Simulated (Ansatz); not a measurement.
**What CaGeS3 (model cell, started as cubic perovskite with Ge in the octahedra) distorts into**

Wanted: the energy along a soft mode of CaGeS3 (model cell, started as cubic perovskite with Ge in the octahedra) and the structure at the end.

Method: DFT PBEsol, scalar-relativistic, plane waves, PAW; PAW set soft_1, in Ansatz 0.2.0.

The structure was built from a prototype and need not be the compound's stable phase.

**1. Starting point**

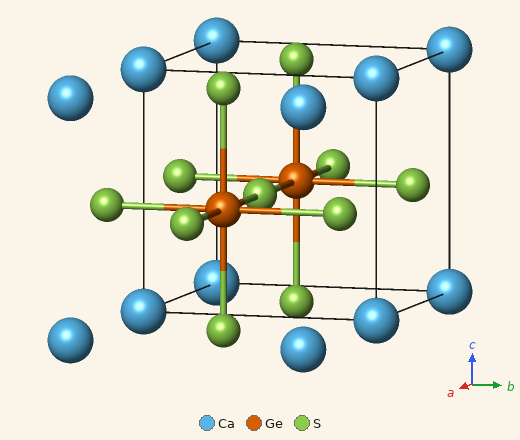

The starting structure, seen slightly off an axis (calcium blue, germanium orange, sulfur green). 2×1×1 cells are drawn. Some periodic images of atoms are drawn too.

As a file:

```cif
data_structure
_symmetry_space_group_name_H-M 'P 1'
_symmetry_Int_Tables_number 1
_cell_length_a 4.7008
_cell_length_b 4.7008
_cell_length_c 4.7008
_cell_angle_alpha 90.000
_cell_angle_beta 90.000
_cell_angle_gamma 90.000
_cell_volume 103.87
loop_
_atom_site_label
_atom_site_type_symbol
_atom_site_fract_x
_atom_site_fract_y
_atom_site_fract_z
_atom_site_occupancy
Ca1 Ca 0.00000 0.00000 0.00000 1
Ge2 Ge 0.50000 0.50000 0.50000 1
S3 S 0.50000 0.50000 0.00000 1
S4 S 0.50000 0.00000 0.50000 1
S5 S 0.00000 0.50000 0.50000 1
```

**2. The dispersion**

The cell comes from relaxations at this level that are not shown. Stability and thermal properties need the whole zone. Linear response on a 4×4×4 q mesh gives force constants as far as a supercell of that size would.

Input file input.yaml:

```yaml
crystal:
  lattice:
    - [4.7007771819, 0.0, 0.0]
    - [0.0, 4.7007771819, 0.0]
    - [0.0, 0.0, 4.7007771819]
  atoms:
    - { symbol: Ca, position: [0.0, 0.0, 0.0] }
    - { symbol: Ge, position: [0.5, 0.5, 0.5] }
    - { symbol: S, position: [0.5, 0.5, 0.0] }
    - { symbol: S, position: [0.5, 0.0, 0.5] }
    - { symbol: S, position: [0.0, 0.5, 0.5] }
kpoints:
  mp_grid: { grid: [8, 8, 8] }
hamiltonian:
  xc: pbesol
  pseudopotentials: { kind: paw, azcp: { folder: soft_1 }, xc_functional: pbe }
scf:
  occupations: { method: methfessel_paxton, width: 0.2 }
output:
  eigenvalues: true
phonons:
  method: dfpt
  qmesh: [4, 4, 4]
  temperatures: { t_max: 1000, t_step: 50 }
  qpath:
    path:
      - [[0.0, 0.0, 0.0], [0.0, 0.5, 0.0], [0.5, 0.5, 0.0], [0.0, 0.0, 0.0], [0.5, 0.5, 0.5], [0.0, 0.5, 0.0]]
      - [[0.5, 0.5, 0.5], [0.5, 0.5, 0.0]]
    npoints: 10
```

On the command line:

```console
$ ansatz run input.yaml --threads 4 --pin off --max-ram 16384MiB --backend cpu --events-out ev --progress --plain --runs-dir out
```

Numbers of over 12 decimals in the logs are rounded to 6 here.

Output:

```text
Engine: ansatz 0.2.0, aarch64-unknown-linux-gnu
Pseudopotentials: kind: paw
Pseudopotential: Ca, paw, valence charge 10, recommended cutoff 420 eV (normal), soft_1/Ca.paw.azcp
Pseudopotential: Ge, paw, valence charge 14, recommended cutoff 420 eV (normal), soft_1/Ge.paw.azcp
Pseudopotential: S, paw, valence charge 6, recommended cutoff 420 eV (normal), soft_1/S.paw.azcp
Functional definition: PBEsol
  exchange = pbesol_x
  correlation = pbesol_c
Crystal: 5 atoms, lattice volume = 103.875 Å³
Basis set: ecut = 420 eV, 2007 PW (Γ), exchange–correlation on 64×64×64 points (8 copies of the dense FFT grid, shifted against one another)
Bands: 26, of which v1, the nominal top of the filled ones, is band 21 counted from 1 (20 counted from 0)
Symmetry: 48 space group operations
k-points: 35 of 512
Non-local potential: Ca, projectors of the file, l = 0: 3, l = 1: 2, l = 2: 2
Non-local potential: Ge, projectors of the file, l = 0: 2, l = 1: 2, l = 2: 3, l = 3: 1
Non-local potential: S, projectors of the file, l = 0: 2, l = 1: 2, l = 2: 1
PAW form: soft (Blöchl's): semilocal exchange-correlation on the pseudo side does not see the compensation charge
PAW frozen core: Ca, regenerated for the run's functional, and the local potential with it (the file was generated under x = pbe(κ = 0.804, μ = 0.219515), c = pbe(β = 0.066725))
PAW frozen core: Ge, regenerated for the run's functional, and the local potential with it (the file was generated under x = pbe(κ = 0.804, μ = 0.219515), c = pbe(β = 0.066725))
PAW frozen core: S, regenerated for the run's functional, and the local potential with it (the file was generated under x = pbe(κ = 0.804, μ = 0.219515), c = pbe(β = 0.066725))
PAW one-centre angular grid: Ca, 110 points (default); XC on 64 Gauss nodes
PAW one-centre angular grid: Ge, 590 points (default); XC on 64 Gauss nodes
PAW one-centre angular grid: S, 110 points (default); XC on 64 Gauss nodes
Initial density: superposition of atomic densities (chi_scale 0.1, normalization cell, long waves kept (reshape's long-wave potential 0.01 eV rms))
Initial wavefunctions: pseudopotential atomic-orbital guess
Functional: x = pbesol(κ = 0.804, μ = 0.123457), c = pbesol(β = 0.046)
SCF iter   1: F=—  HF=-8706.219846 eV  |F-HF|=—  |Δ(HF+E_count)|=         —  Δρ=3.86e-2  dr2=2.77e0  ethr=3.10e-3  ⟨swp⟩=8.4  Hψ=4790  notcnv=0
preconditioner: auto → Kerker (q_TF=auto, 2.346 Å⁻¹)  [metal: Δε(μ)=0.013 eV  Ē_g=7.310 eV  σ=0.200 eV  W_gap=0.06  n_scr=26 (ndim 8)  ℏωp=17.8 eV  f_vac=0.000  D(μ)=2.32/eV (n_scr^D=18)]
SCF iter   2: F=—  HF=-8705.569727 eV  |F-HF|=—  |Δ(HF+E_count)|=   6.50e-1  S|Δr|=    0.00e0  Δρ=2.03e-2  dr2=8.42e-1  ethr=3.10e-3  ⟨swp⟩=3.0  Hψ=1998  notcnv=0  defer=19
SCF iter   3: F=—  HF=-8705.312464 eV  |F-HF|=—  |Δ(HF+E_count)|=   2.57e-1  S|Δr|=    0.00e0  Δρ=5.14e-3  dr2=7.56e-2  ethr=2.01e-3  ⟨swp⟩=3.3  Hψ=2300  notcnv=0  defer=19
SCF iter   4: F=—  HF=-8705.290746 eV  |F-HF|=—  |Δ(HF+E_count)|=   2.17e-2  S|Δr|=    0.00e0  Δρ=1.85e-3  dr2=7.30e-3  ethr=1.80e-4  ⟨swp⟩=2.2  Hψ=1855  notcnv=0  defer=18
SCF iter   5: F=—  HF=-8705.287241 eV  |F-HF|=—  |Δ(HF+E_count)|=   3.51e-3  S|Δr|=    0.00e0  Δρ=1.09e-3  dr2=1.96e-3  ethr=1.74e-5  ⟨swp⟩=2.0  Hψ=1561  notcnv=0  defer=18
SCF iter   6: F=—  HF=-8705.286797 eV  |F-HF|=—  |Δ(HF+E_count)|=   4.44e-4  S|Δr|=    0.00e0  Δρ=3.66e-4  dr2=3.10e-4  ethr=4.67e-6  ⟨swp⟩=2.3  Hψ=1543  notcnv=0  defer=17
SCF iter   7: F=—  HF=-8705.286749 eV  |F-HF|=—  |Δ(HF+E_count)|=   4.77e-5  S|Δr|=    0.00e0  Δρ=7.53e-5  dr2=1.26e-5  ethr=7.38e-7  ⟨swp⟩=2.9  Hψ=1643  notcnv=0  defer=17
SCF iter   8: F=—  HF=-8705.286752 eV  |F-HF|=—  |Δ(HF+E_count)|=   2.10e-6  S|Δr|=    0.00e0  Δρ=1.16e-5  dr2=2.60e-7  ethr=3.01e-8  ⟨swp⟩=2.1  Hψ=1390  notcnv=0  defer=17
SCF iter   9: F=—  HF=-8705.286750 eV  |F-HF|=—  |Δ(HF+E_count)|=   1.41e-6  S|Δr|=    0.00e0  Δρ=2.38e-6  dr2=8.99e-9  ethr=6.20e-10  ⟨swp⟩=2.5  Hψ=1659  notcnv=0  defer=17
SCF iter  10: F=—  HF=-8705.286750 eV  |F-HF|=—  |Δ(HF+E_count)|=  5.84e-10  S|Δr|=    0.00e0  Δρ=5.57e-7  dr2=3.81e-10  ethr=2.14e-11  ⟨swp⟩=2.0  Hψ=1595  notcnv=0  defer=17
SCF iter  11: F=—  HF=-8705.286750 eV  |F-HF|=—  |Δ(HF+E_count)|=  1.82e-11  S|Δr|=    0.00e0  Δρ=1.88e-7  dr2=5.01e-11  ethr=1.00e-12  ⟨swp⟩=2.7  Hψ=1480  notcnv=0  defer=17
SCF iter  12: F=-8705.286750 eV  HF=-8705.286750 eV  |F-HF|=0.00e0  |Δ(HF+E_count)|=  3.64e-12  S|Δr|=    0.00e0  Δρ=4.70e-8  dr2=3.37e-12  ethr=1.00e-12  ⟨swp⟩=11.5  Hψ=5292  notcnv=0
SCF 1 converged in 12 iterations: F = -8705.286750 eV  dr2 = 3.37e-12
  greatest PAW one-centre occupation: 0.999 electrons in one spin orbital (limit 2), on the Ge atom at site 1 (counted from 0), in its partial waves of l = 2
Initial density: read from a saved state, or passed on in memory by an earlier SCF of this step, an earlier step, the calling program or the single point that the run made first
iter 1 solved again at ethr=4.76e-7 eV; its pass at ethr=3.10e-3 eV (dr2=2.00e-4 eV) is discarded
SCF iter   1: F=—  HF=-8705.286754 eV  |F-HF|=—  |Δ(HF+E_count)|=         —  Δρ=6.98e-7  dr2=8.34e-10  ethr=4.76e-7  ⟨swp⟩=3.9  Hψ=7384  notcnv=0
eigensolver tolerance schedule: the retry pair's looser diagonalisation over-reported the residual by 239542.62 of it (diagonalisation noise at an unbounded share of the residual, at the tolerance the schedule requests for it); recorded, not acted on — ethr = c·dr2/N_el stays at c = 1.0e-1
preconditioner: auto → Kerker (q_TF=auto, 2.346 Å⁻¹)  [metal: Δε(μ)=0.019 eV  Ē_g=8.677 eV  σ=0.200 eV  W_gap=0.08  n_scr=26 (ndim 8)  ℏωp=17.8 eV  f_vac=0.000  D(μ)=3.04/eV (n_scr^D=18)]
SCF iter   2: F=—  HF=-8705.286750 eV  |F-HF|=—  |Δ(HF+E_count)|=   3.58e-6  S|Δr|=    0.00e0  Δρ=3.79e-7  dr2=2.25e-10  ethr=1.99e-12  ⟨swp⟩=4.8  Hψ=2981  notcnv=0
SCF iter   3: F=—  HF=-8705.286750 eV  |F-HF|=—  |Δ(HF+E_count)|=  5.46e-11  S|Δr|=    0.00e0  Δρ=2.20e-7  dr2=7.14e-11  ethr=1.00e-12  ⟨swp⟩=1.1  Hψ=914  notcnv=0
SCF iter   4: F=—  HF=-8705.286750 eV  |F-HF|=—  |Δ(HF+E_count)|=  1.82e-11  S|Δr|=    0.00e0  Δρ=1.25e-7  dr2=2.35e-11  ethr=1.00e-12  ⟨swp⟩=1.0  Hψ=910  notcnv=0
SCF iter   5: F=-8705.286750 eV  HF=-8705.286750 eV  |F-HF|=3.64e-12  |Δ(HF+E_count)|=  3.64e-12  S|Δr|=    0.00e0  Δρ=4.92e-8  dr2=3.77e-12  ethr=1.00e-12  ⟨swp⟩=4.9  Hψ=2704  notcnv=0
SCF 2 converged in 5 iterations: F = -8705.286750 eV  dr2 = 3.77e-12
phonons: the bands overlap, so this run is a metal and interpolates without the dipole-dipole term. If the crystal is really an insulator or semiconductor, its LO-TO splitting is missing
NSCF: frozen V_eff on 35 k-points
NSCF: frozen V_eff on 125 k-points
DFPT response loops at q = (0, 0, 0) (fractional): preconditioner auto → Kerker (q_TF=auto, 2.346 Å⁻¹) (partly filled bands, converged f_vac=0.000); β = 1.00, the filter's whole step (`scf.mixing.beta` (0.50) is not read by the response loops under this deck's `scf.mixing.preconditioner`; to damp them name `kerker` or `kerker_dos`, under which they read `scf.mixing.beta`, and type it under 1.00, their step now; both keys bind the ground state too); Broyden in place of MSR1
NSCF: frozen V_eff on 400 k-points
DFPT response loops at q = (0, 0, 0.25) (fractional): mixed as the last ones told, above
NSCF: frozen V_eff on 250 k-points
DFPT response loops at q = (0, 0, -0.5) (fractional): mixed as the last ones told, above
NSCF: frozen V_eff on 640 k-points
DFPT response loops at q = (0, 0.25, 0.25) (fractional): mixed as the last ones told, above
NSCF: frozen V_eff on 400 k-points
DFPT response loops at q = (0, 0.25, -0.5) (fractional): mixed as the last ones told, above
NSCF: frozen V_eff on 250 k-points
DFPT response loops at q = (0, -0.5, -0.5) (fractional): mixed as the last ones told, above
NSCF: frozen V_eff on 1024 k-points
DFPT response loops at q = (0.25, 0.25, 0.25) (fractional): mixed as the last ones told, above
NSCF: frozen V_eff on 640 k-points
DFPT response loops at q = (0.25, 0.25, -0.5) (fractional): mixed as the last ones told, above
NSCF: frozen V_eff on 400 k-points
DFPT response loops at q = (0.25, -0.5, -0.5) (fractional): mixed as the last ones told, above
NSCF: frozen V_eff on 250 k-points
DFPT response loops at q = (-0.5, -0.5, -0.5) (fractional): mixed as the last ones told, above
SCF converged after 12 iterations
Stability not checked: this state was not tested for a lower state beside it, because cold or Methfessel-Paxton smearing, or corrected tetrahedra, fill the levels in a way that the test cannot read (fill_not_monotonic; see scf.lower_state_search)
Free energy (F): -8705.286750 eV
Harris-Foulkes:  -8705.286750 eV  (|F-HF|=0.00e0)
Internal energy: -8705.275340 eV  (E = F + TS)
E sigma→0 (E₀):  -8705.283898 eV
Entropy (-TS):   -0.011410 eV (-2.282 meV/atom)
Fermi energy:    7.280752 eV
--- Per-component energies (eV) ---
  E_band       = -292.122245
  E_kinetic    = 662.866519
  E_local      = -3578.759881  (includes V_loc(G=0)·N_el)
  E_nonlocal   = 415.740226
  E_hartree    = 1537.323911
  E_xc         = -462.056574
  E_vxc        = -471.366434  (∫ρ·V_xc dr)
  E_paw        = -4594.083082  (= ΣΔE_a)
  E_vpaw       = -395.250537  (= ΣTr[D̂ρ^β])
  E_aug_tail   = 0.000009  (compensation charges beyond the density's cutoff)
  E_ewald      = -2687.529049
  E_core_change = 1.222580  (= ΣΔE_core)
  E_smearing   = -0.011410  (= −TS)
  E_closure    = 0.000000  (closes the sum)
  Σ components = -8705.286750   (vs F -8705.286750, Δ=0.00e0)
--- Band table (eV; the first three rows and the last of 35) ---
  k-point 0: bands = [... 17 lower, 6.1709, 6.1709, 6.4299, 6.4299, 6.4299, 10.0417, 10.0417, 10.2605, ... 1 higher]
  k-point 1: bands = [... 17 lower, 6.0324, 6.0324, 6.2548, 6.3569, 6.3569, 10.1601, 10.3113, 10.4442, ... 1 higher]
  k-point 2: bands = [... 17 lower, 5.6649, 5.6706, 6.2183, 6.2615, 6.2615, 10.4650, 10.5854, 10.9119, ... 1 higher]
  k-point 34: bands = [... 17 lower, 6.1094, 7.6934, 7.6934, 7.6934, 9.7036, 9.7036, 9.7036, 9.7245, ... 1 higher]
--- Phonons (Γ-DFPT): 4 representative perturbations + reference (Σ response iterations 12) ---
  ASR residual: 1.023e-5 → 0.000e0 eV/Å²; symmetrization residual: 7.831e-6 eV/Å²
  ASR residual per site (eV/Å²): 1.50e-6 6.16e-6 1.02e-5 1.02e-5 1.02e-5
  Γ frequencies (cm⁻¹): -127.68 -127.68 -127.68 -92.75 -92.75 -92.75 -15.79 -15.79 -15.79 0.00 0.00 0.00 317.78 317.78 317.78
--- Phonons (arbitrary-q DFPT): 10 irreducible q on the 4×4×4 mesh ---
  q = [0.0000, 0.0000, 0.0000] (star 1, of the zone-centre solve; hermiticity 1.61e-6, symmetrization 4.53e-12): -127.68 -127.68 -127.68 -92.75 -92.75 -92.75 -15.79 -15.79 -15.79 -0.00 0.00 0.00 317.78 317.78 317.78
  q = [0.0000, 0.0000, 0.2500] (star 6, 9 solved perturbations in 1560 linear systems a pass and spin channel, the states on 200 of 512 k-point pairs; hermiticity 1.23e-6, symmetrization 2.78e-12): -140.31 -121.85 -121.85 -118.70 -96.69 -96.69 -24.31 -20.05 -20.05 41.26 41.26 133.82 283.74 317.47 317.47
  q = [0.0000, 0.0000, -0.5000] (star 3, 9 solved perturbations in 975 linear systems a pass and spin channel, the states on 125 of 512 k-point pairs; hermiticity 1.74e-6, symmetrization 1.83e-8): -143.98 -130.26 -125.00 -125.00 -96.63 -96.63 -33.91 -33.91 12.01 49.48 49.48 200.84 309.26 318.76 318.76
  q = [0.0000, 0.2500, 0.2500] (star 12, 9 solved perturbations in 2460 linear systems a pass and spin channel, the states on 320 of 512 k-point pairs; hermiticity 1.16e-6, symmetrization 8.11e-14): -159.82 -134.98 -115.38 -114.70 -99.76 -80.97 -28.05 -25.41 30.79 55.73 139.08 145.02 274.06 310.41 317.03
  q = [0.0000, 0.2500, -0.5000] (star 12, 15 solved perturbations on 200 of 512 k-point pairs; hermiticity 1.48e-6, symmetrization 1.06e-7): -165.42 -155.34 -125.96 -118.94 -96.62 -40.49 -8.39 31.57 60.80 66.20 147.91 205.92 281.68 318.52 326.78
  q = [0.0000, -0.5000, -0.5000] (star 3, 9 solved perturbations in 975 linear systems a pass and spin channel, the states on 125 of 512 k-point pairs; hermiticity 1.03e-6, symmetrization 8.80e-9): -165.51 -165.51 -156.90 -107.41 -107.41 -46.79 55.32 55.32 65.02 105.77 210.65 210.65 274.03 316.23 319.51
  q = [0.2500, 0.2500, 0.2500] (star 8, 4 solved perturbations in 1376 linear systems a pass and spin channel, the states on 512 of 512 k-point pairs; hermiticity 1.14e-6, symmetrization 3.57e-12): -154.55 -154.55 -150.38 -104.51 -104.51 -59.08 -14.92 59.04 59.04 143.91 143.91 154.48 277.53 277.53 340.76
  q = [0.2500, 0.2500, -0.5000] (star 12, 9 solved perturbations in 2460 linear systems a pass and spin channel, the states on 320 of 512 k-point pairs; hermiticity 1.49e-6, symmetrization 5.87e-8): -166.48 -165.85 -149.00 -103.39 -102.11 -69.28 71.96 82.71 85.98 147.92 155.86 210.19 276.98 282.36 354.58
  q = [0.2500, -0.5000, -0.5000] (star 6, 9 solved perturbations in 1560 linear systems a pass and spin channel, the states on 200 of 512 k-point pairs; hermiticity 1.03e-6, symmetrization 3.92e-8): -167.11 -167.11 -161.57 -103.59 -103.59 -80.76 94.97 94.97 110.30 155.29 214.71 214.71 270.69 273.04 360.33
  q = [-0.5000, -0.5000, -0.5000] (star 1, 4 solved perturbations in 350 linear systems a pass and spin channel, the states on 125 of 512 k-point pairs; hermiticity 7.40e-7, symmetrization 5.10e-9): -166.86 -166.86 -166.86 -101.96 -101.96 -101.96 114.80 114.80 114.80 219.98 219.98 219.98 268.35 268.35 375.92
  sum rule: each row above includes the acoustic sum rule's correction from the zone centre's row sums; it moved no ω² by more than (0.29 cm⁻¹)²
  mesh force constants: q→R imaginary residual 5.80e-19; ASR residual 1.023e-5 → 0.000e0 eV/Å²; symmetrization residual 1.599e-14 eV/Å²
  interpolated dispersion: 62 rows × 15 modes
  density of states and harmonic sums: on the 16×16×16 q-mesh, interpolated from the force constants of a 4×4×4 supercell (no non-analytic term)
  largest difference from the sums on the solved wave vectors: F 7.45e-2 eV, S 9.65e-5 and C_V 2.20e-5 eV/K
  zero-point energy: 0.090775 eV/cell   skipped modes (ω ≤ 0): 1158, of them read as no rigid motion or as one in doubt: 1155 (6.900e0 modes/cell left out, lowest -167.40 cm⁻¹)   left out of the sums: 4.60e-1 of the cell's modes: C_V's classical limit lies that fraction below 3 k_B per atom; for a crystal, a wire or a layer, F and S can be off by more, and a phonons.interpolated_qmesh denser along its periods is the remedy for the sampling
```

Wall time 18 min (4 threads of Arm Neoverse V1, shared host); peak memory 3.1 GiB; 70 min of CPU time.

Numbers from this step:

* volume per atom: 20.77 Å³
* gap on the k-mesh: 0 eV
* sum-rule residual before enforcement: 1.02e-5 eV/Å²
* lowest frequency on the path: -167.4 cm⁻¹
* point group: m-3m
* highest frequency on the path or at a solved wavevector: 375.9 cm⁻¹
* highest optical mode at the zone centre (no LO-TO term): 317.8 cm⁻¹
* lowest optical zone-centre mode: -127.7 cm⁻¹
* lowest mode on the q mesh (acoustic modes at Γ apart): -167.1 cm⁻¹

Frequencies (cm⁻¹) solved at each irreducible wavevector; negative means imaginary. Frequencies by wavevector, by row:

```csv
q in reciprocal lattice units,star,mode 1,mode 2,mode 3,mode 4,mode 13,mode 14,mode 15
0 0 0,1,-127.7,-127.7,-127.7,-92.8,317.8,317.8,317.8
0 0 0.25,6,-140.3,-121.8,-121.8,-118.7,283.7,317.5,317.5
0 0 -0.5,3,-144,-130.3,-125,-125,309.3,318.8,318.8
0 0.25 0.25,12,-159.8,-135,-115.4,-114.7,274.1,310.4,317
0 0.25 -0.5,12,-165.4,-155.3,-126,-118.9,281.7,318.5,326.8
0 -0.5 -0.5,3,-165.5,-165.5,-156.9,-107.4,274,316.2,319.5
0.25 0.25 0.25,8,-154.6,-154.6,-150.4,-104.5,277.5,277.5,340.8
0.25 0.25 -0.5,12,-166.5,-165.8,-149,-103.4,277,282.4,354.6
0.25 -0.5 -0.5,6,-167.1,-167.1,-161.6,-103.6,270.7,273,360.3
-0.5 -0.5 -0.5,1,-166.9,-166.9,-166.9,-102,268.4,268.4,375.9
```

Interpolated from a 4×4×4 q mesh. Phonon branches along the path, in cm⁻¹:

```csv
point,branch 1,branch 2,branch 3,branch 4,branch 12,branch 13,branch 14,branch 15
Γ,-128,-128,-128,-93,0,318,318,318
X,-144,-130,-125,-125,201,309,319,319
M,-166,-166,-157,-107,211,274,316,320
Γ,-128,-128,-128,-93,0,318,318,318
R,-167,-167,-167,-102,220,268,268,376
X,-144,-130,-125,-125,201,309,319,319
jump to R,-167,-167,-167,-102,220,268,268,376
M,-166,-166,-157,-107,211,274,316,320
```

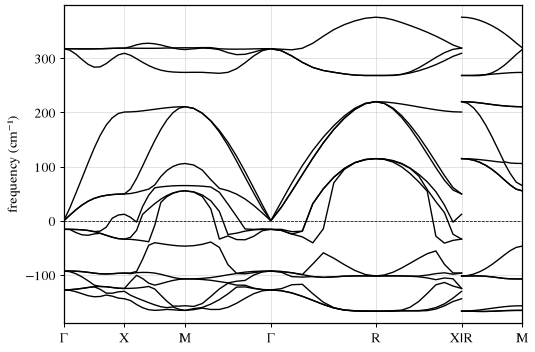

Phonon branches along the path.

Symmetry leaves 10 wavevectors to solve. The lowest mode among them, the acoustic zeros apart, lies at q = (0.25, -0.5, -0.5) and is imaginary, 167.1i cm⁻¹, so the energy falls along it.

**3. The mode frozen in, largest atomic shift 0 Å**

The mode followed lies at q = (-0.5, -0.5, -0.5) with frequency 166.9i cm⁻¹ and is 3-fold degenerate, one of the unstable modes though not the softest. At small amplitude the distorted cell has space group no. 140 by a symmetry search on the positions. The undistorted cell that holds it gives the zero of energy on the same k mesh.

System of this step: CaGeS3 (model cell, started as cubic perovskite with Ge in the octahedra). It takes space group Pm-3m (No. 221, cubic). The conventional cell has a = 4.701 Å, b = 4.701 Å, c = 4.701 Å, α = 90.00°, β = 90.00°, γ = 90.00°. Ca has 12 S at 3.32 Å nearest. Nearest to Ge lie 6 S at 2.35 Å. S has 2 Ge at 2.35 Å and 4 Ca at 3.32 Å nearest. Farther neighbours and most contacts between anions are not listed.

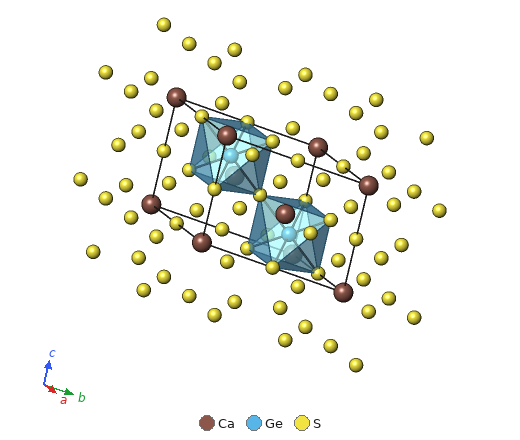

The cell of this step (calcium brown, germanium blue, sulfur yellow). Some periodic images of atoms are drawn too.

input.yaml, the sections that differ from step 2:

```yaml
crystal:
  lattice:
    - [4.7007771819, 4.7007771819, 0.0]
    - [4.7007771819, 0.0, 4.7007771819]
    - [4.7007771819, 0.0, -4.7007771819]
  atoms:
    - { symbol: Ca, position: [0.0, 0.0, 0.0] }
    - { symbol: Ca, position: [0.0, 0.5, 0.5] }
    - { symbol: Ge, position: [0.5, 0.25, 0.75] }
    - { symbol: Ge, position: [0.5, 0.75, 0.25] }
    - { symbol: S, position: [0.5, 0.5, 0.5] }
    - { symbol: S, position: [0.5, 0.0, 0.0] }
    - { symbol: S, position: [0.0, 0.5, 0.0] }
    - { symbol: S, position: [0.0, 0.0, 0.5] }
    - { symbol: S, position: [0.5, 0.5, 0.0] }
    - { symbol: S, position: [0.5, 0.0, 0.5] }
output:
  forces: true
  stress: true
  eigenvalues: true
# kpoints, hamiltonian, scf: as in step 2
# phonons: removed
```

Output:

```text
[...]
Crystal: 10 atoms, lattice volume = 207.749 Å³
Basis set: ecut = 420 eV, 4015 PW (Γ), exchange–correlation on 90×90×90 points (8 copies of the dense FFT grid, shifted against one another)
Bands: 52, of which v1, the nominal top of the filled ones, is band 42 counted from 1 (41 counted from 0)
Symmetry: 96 space group operations
[...]
k-points: 29 of 512
[...]
k-point 0: bands = [... 38 lower, 6.4265, 6.4265, 7.6861, 7.6861, 7.6861, 9.7145, 9.7145, 9.7145, ... 6 higher]
  k-point 1: bands = [... 38 lower, 6.4213, 6.4213, 7.5007, 7.5007, 7.6091, 9.3651, 9.8943, 10.1572, ... 6 higher]
  k-point 2: bands = [... 38 lower, 6.4652, 6.4652, 7.2037, 7.2037, 7.4022, 8.5459, 10.3239, 10.3615, ... 6 higher]
  k-point 28: bands = [... 38 lower, 5.9504, 5.9504, 6.7270, 6.7270, 8.5833, 8.5833, 10.1800, 10.1800, ... 6 higher]
[key lines of the parts left out:]
SCF converged after 9 iterations
Free energy (F): -17410.583512 eV
Fermi energy:    7.211623 eV
P = ⅓ Tr σ = 0.0100 GPa (0.100 kbar)
```

Run time: 7 s. Hardware: 4 threads; peak memory 0.69 GiB.

Numbers from this step:

```yaml
pressure: 0.009980 GPa
energy_from_the_undistorted_cell: 0 meV/atom
```

The run ends at a pressure of 0.01 GPa.

(Continued in part 2 of 3.)

[Logs are printed without paths, hosts, clocks, repeated set-up lines and the standing remarks that a program may print on its own settings, such as how far it seeks lower states.]

[Hosts, paths, dates, database ids (printed as entryN), source tags and the programs' standing remarks are cut or masked in the printed files.]
